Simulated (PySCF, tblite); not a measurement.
# C5H10BNSSi: infrared bands, NMR shifts and electronic excitations in gas and solvents

Aim: compute the infrared bands, NMR shifts and electronic excitations of C5H10BNSSi (`[SiH3]S[BH2-][n+]1ccccc1`), and see what a dielectric continuum does where one was used.

The runs use tblite 0.8.0 and PySCF 2.14.0, with density-fitted response routines of our own; the level of theory stands in each step. All values are computed, except where a source is named. Atoms count from 0, in the outputs and in this text.

### Step 1. The starting structure

19 atoms, charge 0, multiplicity 1; geometry from: force field or distance geometry start.

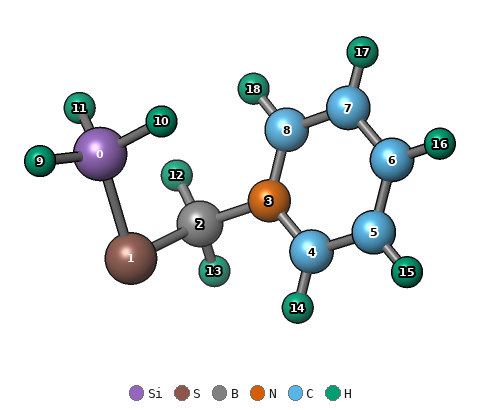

The starting geometry (silicon purple, sulfur brown, boron grey, nitrogen orange, carbon blue, hydrogen teal), atoms numbered.

### Step 2. Optimising the geometry with GFN2-xTB

Job settings and geometry (Å):

```
{"job": {"kind": "relax", "xc": "GFN2-xTB", "basis": "xTB"}, "charge": 0, "multiplicity": 1}
Si     2.954200     0.419300    -0.344200
S      2.112600    -1.433400    -1.051000
B      0.853300    -1.603200     0.367700
N     -0.338800    -0.622100     0.126400
C     -1.207300    -0.863100    -0.888700
C     -2.279200     0.007600    -1.133800
C     -2.447900     1.120500    -0.308700
C     -1.552100     1.349800     0.747500
C     -0.496200     0.452500     0.952700
H      4.094000     0.783500    -1.176500
H      1.928800     1.481100    -0.440100
H      3.381800     0.277300     1.054500
H      1.359600    -1.404800     1.431100
H      0.441200    -2.720900     0.374100
H     -1.081800    -1.710900    -1.544700
H     -2.962200    -0.175700    -1.935900
H     -3.270300     1.802400    -0.473700
H     -1.685600     2.198800     1.389200
H      0.186100     0.650400     1.773300
```

On the command line:

```console
OMP_NUM_THREADS=1 python probes_run.py task.json out
```

The driver reads the jobs from task.json and runs them one after another.

Standard output:

```text
step      E/eV     max force
  0    -679.84430    1.622
  1    -679.93735    0.915
  2    -679.99060    0.731
  3    -680.04020    0.460
  4    -680.05255    0.317
  5    -680.06595    0.268
  6    -680.07223    0.215
  7    -680.07885    0.195
  8    -680.08254    0.169
  9    -680.08566    0.152
 10    -680.08907    0.173
 11    -680.09354    0.201
 12    -680.09715    0.127
 13    -680.09921    0.108
 14    -680.10090    0.159
 15    -680.10322    0.187
 16    -680.10576    0.161
 17    -680.10763    0.110
 18    -680.10872    0.089
 19    -680.10962    0.084
 20    -680.11079    0.105
 21    -680.11198    0.091
 22    -680.11273    0.057
 23    -680.11311    0.045
 24    -680.11340    0.039
 25    -680.11370    0.045
 26    -680.11405    0.047
 27    -680.11453    0.052
 28    -680.11525    0.080
 29    -680.11615    0.091
 30    -680.11693    0.065
 31    -680.11739    0.047
 32    -680.11768    0.051
 33    -680.11800    0.061
 34    -680.11839    0.056
 35    -680.11874    0.046
 36    -680.11899    0.038
 37    -680.11918    0.034
 38    -680.11935    0.034
 39    -680.11952    0.032
 40    -680.11967    0.038
 41    -680.11980    0.029
 42    -680.11994    0.029
 43    -680.12007    0.030
 44    -680.12022    0.035
 45    -680.12040    0.044
 46    -680.12062    0.044
 47    -680.12087    0.052
 48    -680.12111    0.041
 49    -680.12134    0.035
 50    -680.12155    0.033
 51    -680.12176    0.041
 52    -680.12194    0.045
 53    -680.12210    0.037
 54    -680.12228    0.036
 55    -680.12250    0.039
 56    -680.12274    0.041
 57    -680.12297    0.037
 58    -680.12319    0.035
 59    -680.12341    0.048
 60    -680.12364    0.048
 61    -680.12382    0.029
 62    -680.12395    0.029
 63    -680.12407    0.027
 64    -680.12422    0.034
 65    -680.12441    0.039
 66    -680.12460    0.034
 67    -680.12474    0.028
 68    -680.12484    0.026
 69    -680.12493    0.026
 70    -680.12504    0.027
 71    -680.12516    0.027
 72    -680.12529    0.025
 73    -680.12541    0.026
 74    -680.12552    0.023
 75    -680.12561    0.020
 76    -680.12568    0.022
 77    -680.12574    0.021
 78    -680.12581    0.020
 79    -680.12590    0.028
 80    -680.12600    0.024
 81    -680.12608    0.015
 82    -680.12612    0.013
 83    -680.12615    0.011
 84    -680.12617    0.011
 85    -680.12620    0.012
 86    -680.12622    0.010
```

Run time: 1.4 s. Hardware: 1 thread of Arm Neoverse N1, shared host; peak memory 0.18 GiB.

The steps of the relaxation: (not every step is listed)

```csv
step,energy from step 0 (eV),largest force (eV/Å)
0,0.0000,1.6218
1,-0.0931,0.9145
2,-0.1463,0.7305
3,-0.1959,0.4599
4,-0.2083,0.3174
5,-0.2217,0.2677
6,-0.2279,0.2150
7,-0.2346,0.1953
8,-0.2382,0.1690
15,-0.2589,0.1872
22,-0.2684,0.0570
29,-0.2718,0.0910
36,-0.2747,0.0375
43,-0.2758,0.0297
50,-0.2772,0.0332
57,-0.2787,0.0373
64,-0.2799,0.0344
71,-0.2809,0.0269
78,-0.2815,0.0203
81,-0.2818,0.0148
82,-0.2818,0.0130
83,-0.2819,0.0110
84,-0.2819,0.0115
85,-0.2819,0.0124
86,-0.2819,0.0099
```

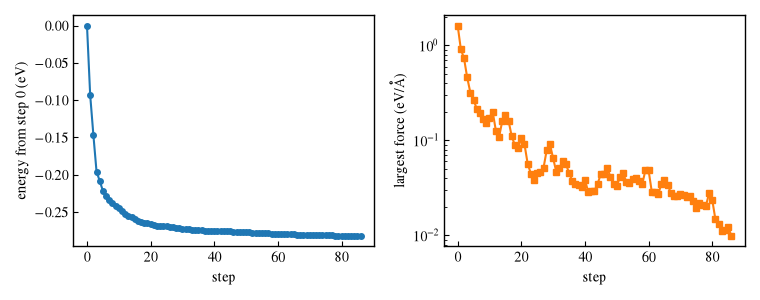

Energy and force, step by step.

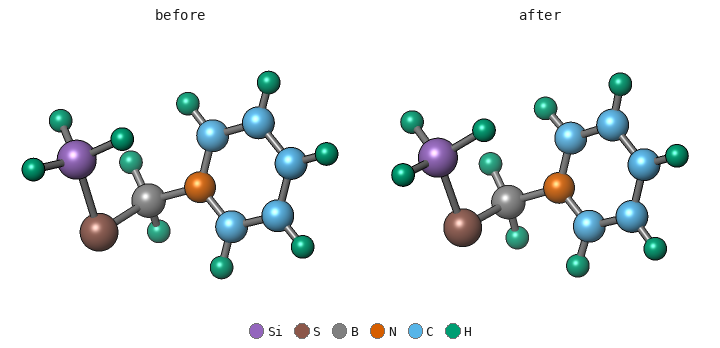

The geometry before (left) and after (right).

Close pairs (by a distance rule), those that changed most:

```csv
bond,before (Å),after (Å),change (Å)
Si0–S1,2.154,2.110,-0.044
S1–B2,1.905,1.939,+0.034
N3–C8,1.365,1.333,-0.032
C4–C5,1.403,1.378,-0.025
N3–C4,1.357,1.335,-0.023
C6–C7,1.404,1.385,-0.019
C7–C8,1.401,1.382,-0.018
Si0–H11,1.469,1.459,-0.010
```

The next job starts from the end point, and lists it.

### Step 3. Harmonic vibrations with GFN2-xTB

Job settings and geometry (Å):

```
{"job": {"kind": "ir", "xc": "GFN2-xTB", "basis": "xTB"}, "charge": 0, "multiplicity": 1}
Si     2.872314     0.531268    -0.336387
S      1.976490    -1.258142    -1.004894
B      0.779659    -1.710461     0.452019
N     -0.391806    -0.713932     0.221913
C     -1.219038    -0.899507    -0.809058
C     -2.195240     0.012658    -1.144490
C     -2.328998     1.170118    -0.386276
C     -1.473569     1.351611     0.687952
C     -0.523511     0.385823     0.963143
H      3.790236     0.904115    -1.396519
H      1.833800     1.559839    -0.164582
H      3.542666     0.351368     0.947365
H      1.292623    -1.499834     1.498459
H      0.396127    -2.815056     0.277892
H     -1.060170    -1.802425    -1.378343
H     -2.841259    -0.178239    -1.986226
H     -3.080235     1.905820    -0.627363
H     -1.537224     2.230293     1.309766
H      0.157332     0.483935     1.794764
```

Standard output:

```text
mode    cm-1     km/mol
  1      36.2      1.42
  2      52.8      0.23
  3      82.6      6.07
  4     129.4      0.24
  5     147.3      1.16
  6     234.8     15.41
  7     332.6      2.89
  8     360.7      0.30
  9     436.5      1.45
 10     501.2      1.96
 11     528.1     25.20
 12     540.9     75.75
 13     564.5     25.72
 14     577.7     44.70
 15     614.2      0.54
 16     670.3      9.56
 17     710.0      7.69
 18     751.5      8.24
 19     760.5    204.21
 20     784.1    422.52
 21     816.7    204.90
 22     819.4     63.67
 23     885.2      0.43
 24     909.8      0.41
 25     923.4      0.29
 26     929.4      0.26
 27     941.3      8.53
 28    1004.2      8.54
 29    1007.3     60.25
 30    1090.3      6.09
 31    1109.2      6.66
 32    1114.4     41.22
 33    1162.5      0.19
 34    1197.1     12.42
 35    1222.1     59.45
 36    1271.2      3.25
 37    1313.0      1.89
 38    1420.3     16.59
 39    1436.5     15.41
 40    1554.7     14.65
 41    1580.8     34.08
 42    2166.9    257.90
 43    2286.6    240.65
 44    2364.5    234.22
 45    2511.2    147.81
 46    2540.8    117.33
 47    3097.9      0.85
 48    3100.9      5.25
 49    3105.2      4.57
 50    3112.5     10.86
 51    3116.3      5.39
```

Run time: 1.5 s. Hardware: 1 thread of Arm Neoverse N1, shared host; peak memory 0.18 GiB.

Which atoms move in the most intense modes:

```csv
cm⁻¹,km/mol,atoms
760,204.2,"H9 54 %, H11 35 %"
784,422.5,"H10 41 %, H9 31 %, H11 13 %"
817,204.9,"H10 32 %, H11 27 %, H12 13 %, H13 13 %"
2167,257.9,H10 96 %
2287,240.7,H11 96 %
2364,234.2,H9 97 %
2511,147.8,H12 91 %
2541,117.3,H13 90 %
```

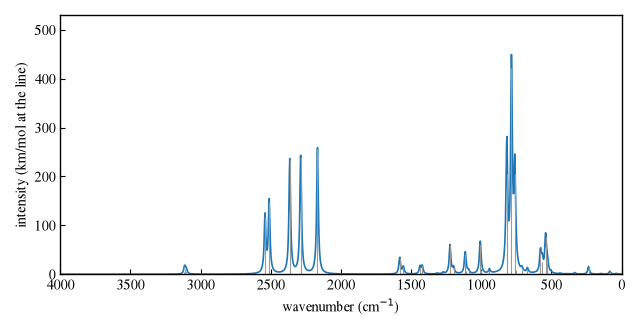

The infrared spectrum from these modes, unscaled. Lines are broadened to a width of 14 cm⁻¹ (Lorentzian).

### Step 4. Optimising the geometry at PBE0-D3(BJ)/def2-SVP

Job settings and geometry (Å):

```
{"job": {"xc": "PBE0", "basis": "def2-SVP", "d3": "d3bj", "grid": 1, "shake": 0.01, "kind": "geom"}, "charge": 0, "multiplicity": 1}
Si     2.892720     0.505710    -0.332210
S      1.970810    -1.262670    -1.007050
B      0.759460    -1.712780     0.443370
N     -0.358580    -0.711670     0.218390
C     -1.221850    -0.906190    -0.819610
C     -2.199150     0.017480    -1.146880
C     -2.319420     1.168120    -0.386030
C     -1.458110     1.357060     0.682900
C     -0.525340     0.391230     0.982490
H      3.787540     0.901680    -1.386500
H      1.824940     1.556920    -0.155760
H      3.548470     0.352280     0.954070
H      1.264340    -1.489620     1.488860
H      0.379440    -2.812290     0.284900
H     -1.064620    -1.813190    -1.378080
H     -2.841790    -0.164180    -1.978750
H     -3.078300     1.916940    -0.629420
H     -1.546480     2.236130     1.315590
H      0.155180     0.476110     1.797060
```

Standard output:

```text
step   0  E = -962.88978560  max force = 0.048023
step   1  E = -962.89997288  max force = 0.005042
step   2  E = -962.90039002  max force = 0.001629
step   3  E = -962.90046199  max force = 0.001961
step   4  E = -962.90054894  max force = 0.001216
step   5  E = -962.90057977  max force = 0.002815
step   6  E = -962.90069327  max force = 0.001574
step   7  E = -962.90075567  max force = 0.002939
step   8  E = -962.90085051  max force = 0.002996
step   9  E = -962.90098224  max force = 0.001327
step  10  E = -962.90115502  max force = 0.001432
step  11  E = -962.90124358  max force = 0.001412
step  12  E = -962.90137312  max force = 0.001229
step  13  E = -962.90134250  max force = 0.001225
step  14  E = -962.90131249  max force = 0.001390
step  15  E = -962.90137842  max force = 0.000286
optimisation converged
```

Run time: 8.8 min. Hardware: 1 thread of Arm Neoverse N1, shared host; peak memory 0.9 GiB.

Relaxation path:

```csv
step,energy from step 0 (eV),largest force component (eV/Å)
0,0.0000,2.4694
1,-0.2772,0.2593
2,-0.2886,0.0838
3,-0.2905,0.1008
4,-0.2929,0.0625
5,-0.2937,0.1448
6,-0.2968,0.0809
7,-0.2985,0.1511
8,-0.3011,0.1541
9,-0.3047,0.0682
10,-0.3094,0.0736
11,-0.3118,0.0726
12,-0.3153,0.0632
13,-0.3145,0.0630
14,-0.3137,0.0715
15,-0.3155,0.0147
```

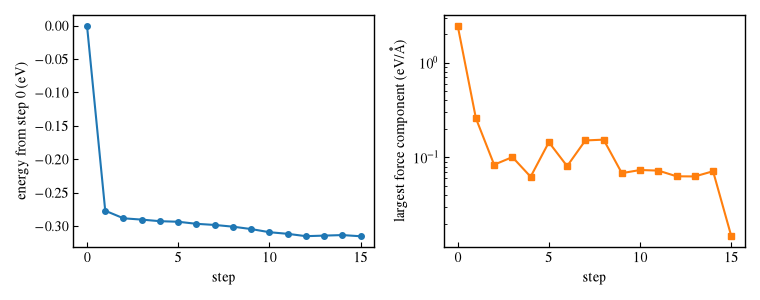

Energy and largest force along the relaxation.

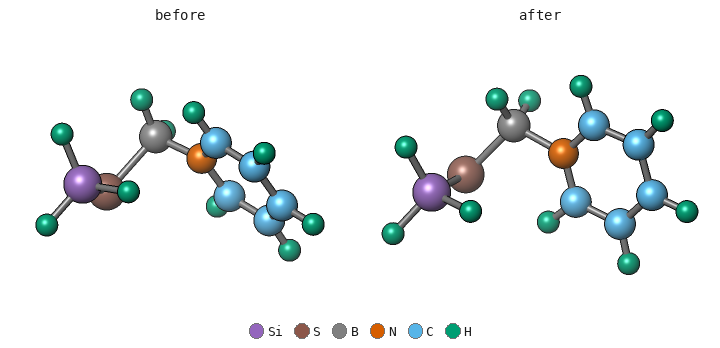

Before and after, at one scale.

Distances of close pairs at the start and the end, largest changes first:

```csv
bond,before (Å),after (Å),change (Å)
B2–N3,1.518,1.618,+0.100
Si0–H9,1.438,1.495,+0.057
B2–H13,1.174,1.220,+0.046
Si0–H11,1.452,1.495,+0.043
B2–H12,1.182,1.221,+0.038
S1–B2,1.943,1.910,-0.033
C8–H18,1.065,1.092,+0.027
N3–C4,1.364,1.338,-0.026
```

The next job starts from the end point, and lists it.

```csv
at the end point,value
point group (found at 0.08 Å tolerance),C1
"rotational constants (GHz, main isotopes)","2.481, 0.623, 0.607"
dipole moment (D),7.54
```

### Step 5. NMR shieldings: PBE0/pcSseg-1

Job settings and geometry (Å):

```
{"job": {"kind": "nmr", "xc": "PBE0", "basis": "pcSseg-1"}, "charge": 0, "multiplicity": 1}
Si     3.068641    -0.001902    -0.856348
S      1.946387    -1.808745    -0.838634
B      0.872957    -1.404354     0.688393
N     -0.365903    -0.442637     0.292614
C     -0.802063    -0.299322    -0.963787
C     -1.907503     0.486327    -1.264881
C     -2.573932     1.141220    -0.235158
C     -2.106673     0.986944     1.070059
C     -0.997290     0.189371     1.293457
H      3.975089     0.003994    -2.045787
H      2.173230     1.199977    -0.961440
H      3.891761     0.164743     0.380487
H      1.480151    -0.799315     1.557465
H      0.366745    -2.437929     1.093808
H     -0.213271    -0.834628    -1.715271
H     -2.230135     0.579535    -2.302911
H     -3.443534     1.768572    -0.443457
H     -2.591230     1.484003     1.911594
H     -0.573662     0.030593     2.286979
```

Level: GIAO PBE0/pcSseg-1 NMR shielding, non-relativistic, gas phase.

Standard output:

```text
coarse grid: 17032 points
cycle   1  E = -963.1321624925  dE =  1.165e+00  |g| = 3.644e-01  |ddm| = 4.062e+00
cycle   2  E = -963.1278406304  dE =  4.322e-03  |g| = 4.132e-01  |ddm| = 1.139e+00
cycle   3  E = -963.1741023289  dE = -4.626e-02  |g| = 8.853e-02  |ddm| = 5.802e-01
cycle   4  E = -963.1754671390  dE = -1.365e-03  |g| = 5.381e-02  |ddm| = 1.355e-01
cycle   5  E = -963.1762473766  dE = -7.802e-04  |g| = 8.198e-03  |ddm| = 5.890e-02
cycle   6  E = -963.1762625198  dE = -1.514e-05  |g| = 2.906e-03  |ddm| = 1.094e-02
cycle   7  E = -963.1762643430  dE = -1.823e-06  |g| = 7.986e-04  |ddm| = 2.817e-03
final grid: 155632 points
cycle   8  E = -963.2280932696  dE = -4.237e-05  |g| = 7.470e-03  |ddm| = 4.341e-02
cycle   9  E = -963.2280880009  dE =  5.269e-06  |g| = 8.688e-03  |ddm| = 1.932e-02
cycle  10  E = -963.2281077282  dE = -1.973e-05  |g| = 1.729e-03  |ddm| = 1.163e-02
cycle  11  E = -963.2281084323  dE = -7.041e-07  |g| = 3.932e-04  |ddm| = 1.667e-03
cycle  12  E = -963.2281084694  dE = -3.712e-08  |g| = 8.616e-05  |ddm| = 4.951e-04
cycle  13  E = -963.2281084710  dE = -1.600e-09  |g| = 4.614e-05  |ddm| = 1.438e-04
cycle  14  E = -963.2281084715  dE = -5.532e-10  |g| = 1.274e-05  |ddm| = 5.752e-05
converged SCF energy = -963.2281084715

GIAO shielding tensors (ppm)
atom      isotropic    diamagn.    paramagn.     s11        s22        s33       span
  0 Si     404.283     878.903    -474.620    354.068    385.654    473.125    119.056
  1 S      800.877    1060.007    -259.131    702.503    823.777    876.350    173.847
  2 B      109.965     189.687     -79.722     87.447    113.513    128.935     41.488
  3 N      -20.059     333.081    -353.140   -160.118   -151.595    251.535    411.653
  4 C       31.234     252.485    -221.251    -69.114      1.136    161.681    230.795
  5 C       53.663     257.347    -203.685    -56.903     41.668    176.223    233.126
  6 C       39.419     253.782    -214.363    -73.933     11.820    180.369    254.302
  7 C       55.286     257.622    -202.336    -54.381     44.035    176.205    230.586
  8 C       30.911     251.199    -220.288    -68.512     17.464    143.782    212.294
  9 H       26.740      27.989      -1.249     23.020     24.028     33.172     10.152
 10 H       27.423      30.582      -3.158     22.860     27.748     31.663      8.803
 11 H       26.712      28.528      -1.815     23.255     24.069     32.813      9.558
 12 H       27.663      32.251      -4.588     22.388     28.728     31.874      9.486
 13 H       27.158      29.151      -1.993     22.171     28.290     31.011      8.840
 14 H       21.183      32.058     -10.874     14.439     18.366     30.745     16.307
 15 H       23.672      30.016      -6.344     20.217     23.897     26.903      6.686
 16 H       23.335      28.467      -5.132     20.210     23.624     26.171      5.961
 17 H       23.816      29.339      -5.523     20.511     24.402     26.535      6.024
 18 H       22.550      31.485      -8.936     17.660     21.717     28.273     10.612
```

It took 92 s on 1 thread of Arm Neoverse N1, shared host; peak memory 1 GiB.

Shifts follow as δ = σ(reference) − σ, with reference shieldings (ppm) from runs at the same level and on the same kind of geometry: ¹H TMS 31.27, ¹³C TMS 184.4, ²⁹Si TMS 352.0, ¹⁵N NH3 265.7, ¹¹B BF3·OEt2 100.7, ³³S CS2 496. The references are single molecules in the gas phase, so shifts against H2O, NH3, PH3, H3PO4 or CFCl3 are not on the usual liquid scales and can be off by tens of ppm. Atoms listed in one row are averaged.

```csv
atoms,environment,σ (ppm),δ (ppm),δ scaled to CDCl3
"C4, C8",aromatic CH next to a ring nitrogen,31.1,153.3,148.4
C6,aromatic CH,39.4,145.0,140.3
"C5, C7",aromatic CH,54.5,129.9,125.7
"H14, H18",hydrogen on an aromatic CH next to a ring nitrogen,21.87,9.40,9.13
H16,hydrogen on an aromatic CH,23.33,7.93,7.73
"H15, H17",hydrogen on an aromatic CH,23.74,7.52,7.35
"H9, H10, H11",hydrogen on a silicon bonded to S,26.96,4.31,–
"H12, H13","hydrogen on a boron bonded to N, S",27.41,3.86,–
Si0,"silicon bonded to S, 3 H",404.3,-52.3,–
S1,"sulfur bonded to B, Si",801,-305,–
B2,"boron bonded to N, S, 2 H",110.0,-9.2,–
N3,donor nitrogen of a Lewis adduct,-20.1,285.7,–
```

The scaled column applies a straight-line fit of computed shieldings to shifts measured in CDCl3, with any fitted terms for Cl, Br or S neighbours (root-mean-square error 0.21 ppm for H, 2.0 ppm for C).

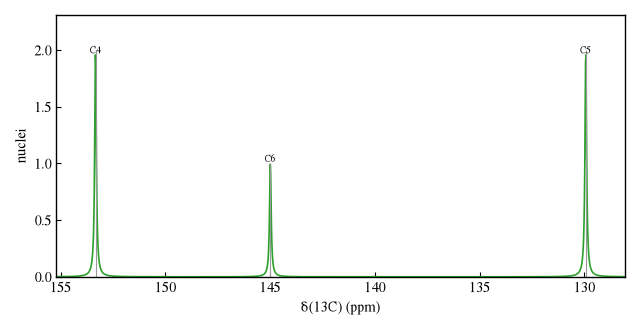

¹³C lines at the computed shifts, without couplings. Lines are broadened to a width of 0.09 ppm (Lorentzian).

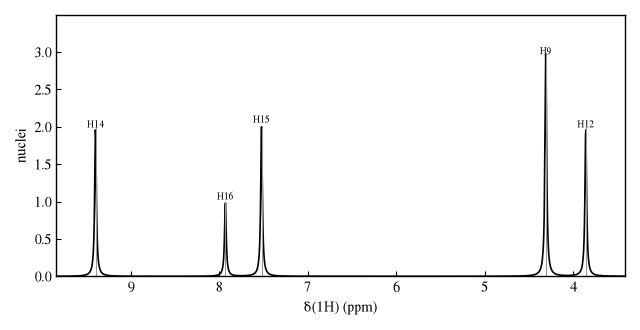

¹H lines at the computed shifts, without couplings. Lines are broadened to a width of 0.02 ppm (Lorentzian).

The run also stored atomic charges by several schemes (e):

```csv
atoms,Mulliken,IAO,Hirshfeld,ESP fit
Si0,0.43,0.51,0.26,0.32
S1,-0.48,-0.29,-0.17,-0.37
B2,0.01,-0.30,-0.04,0.01
N3,-0.58,-0.03,0.01,0.06
"C4, C8",0.25,0.01,0.06,0.12
"C5, C7",-0.18,-0.16,-0.03,-0.29
C6,0.01,-0.10,-0.01,0.02
```

Mulliken charges:

Si0 0.43; S1 -0.48; B2 0.01; N3 -0.58; C4 0.25; C5 -0.18; C6 0.01; C7 -0.18; C8 0.25; H9 -0.08; H10 -0.11; H11 -0.07; H12 -0.03; H13 0.05; H14 0.17; H15 0.13; H16 0.12; H17 0.13; H18 0.16

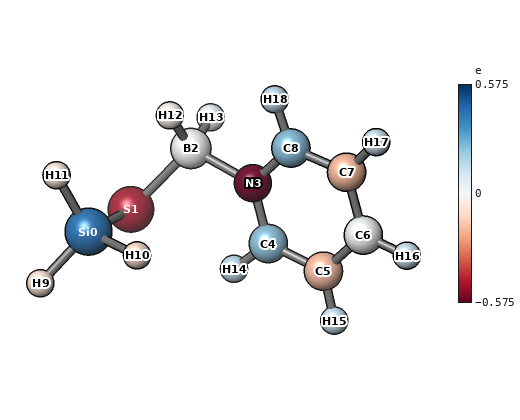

Mulliken charges, as colours on the atoms.

Mayer bond orders: Si0–S1 1.00, S1–B2 0.91, B2–N3 0.54, N3–C4 1.31, C4–C5 1.40, C5–C6 1.42, C6–C7 1.39, C7–C8 1.44, C8–N3 1.30.

Ring of atoms N3, C4, C5, C6, C7, C8: NICS(0) -7.5, NICS(1) -10.8, NICS(1)zz -26.8 ppm (means of both faces).

(Part 1 of 2 ends here.)
